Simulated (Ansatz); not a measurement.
Consider TaPb.

The calculation's input:

```
crystal:
  lattice:
    - [3.5067796889, 0.0, 0.0]
    - [0.0, 3.5067796889, 0.0]
    - [0.0, 0.0, 8.1964993953]
  atoms:
    - { symbol: Ta, position: [0.0, 0.5, 0.0767369139] }
    - { symbol: Ta, position: [0.5, 0.0, 0.9232630861] }
    - { symbol: Pb, position: [0.0, 0.5, 0.6868930674] }
    - { symbol: Pb, position: [0.5, 0.0, 0.3131069326] }
basis:
  ecutwfc: 420
kpoints:
  mp_grid: { grid: [14, 14, 6] }
hamiltonian:
  xc: pbe
scf:
  occupations: { method: gaussian, width: 0.1 }
output:
  forces: true
  stress: true
  eigenvalues: true
  write_density: true
  write_potential: true
  elf: true
  volumetric_format: npy
relax:
  adjacent_minimum: "off"
  f_tol: 0.01
  max_steps: 80
  cell: { stress_tol: 0.05 }
```

Run with:

```sh
ansatz run input.yaml --threads 1 --pin off --max-ram 2560MiB --backend cpu --events-out ev --progress --plain --runs-dir out
```

Below, planes, directions and counts refer to the conventional cell (a = 3.49 Å, b = 3.49 Å, c = 8.48 Å, α = 90.00°, β = 90.00°, γ = 90.00°).

The fields are those of the relaxed geometry.

Space group P4/nmm; a structure generated by program, which may or may not match a known phase; changed on purpose from its base cell (the structure that the rattled cell fell into).

All numbers below come from DFT PBE, scalar-relativistic, plane waves, PAW in Ansatz 0.2.0.

What can the converged valence pseudo-density and electron localisation function tell about the bonding?

Ta–Ta (2.77 Å): ρ at the midpoint is about 0.37 e/Å³; the ELF is about 0.35 at the midpoint.
Ta–Pb (3.15 Å): the density is about 0.21 e/Å³ at the midpoint; the ELF is about 0.30 at the midpoint.
Ta–Pb (3.23 Å): ρ is about 0.21 e/Å³ halfway; the ELF is about 0.30 at the midpoint (no localised pair shows between them).

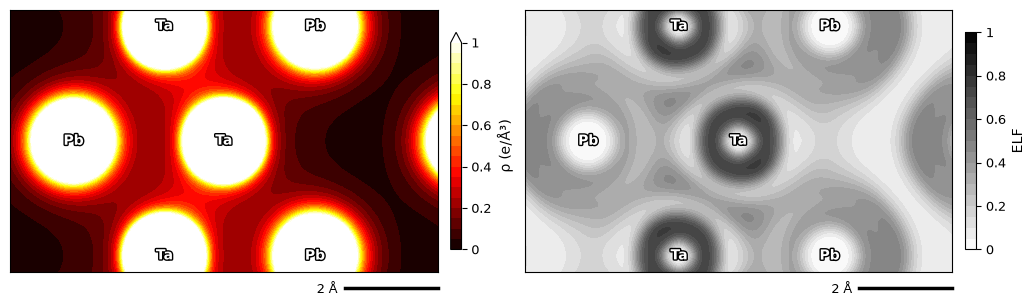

Computed valence pseudo-density and electron localisation function on the (11̄0) plane of the conventional cell, in this order. 
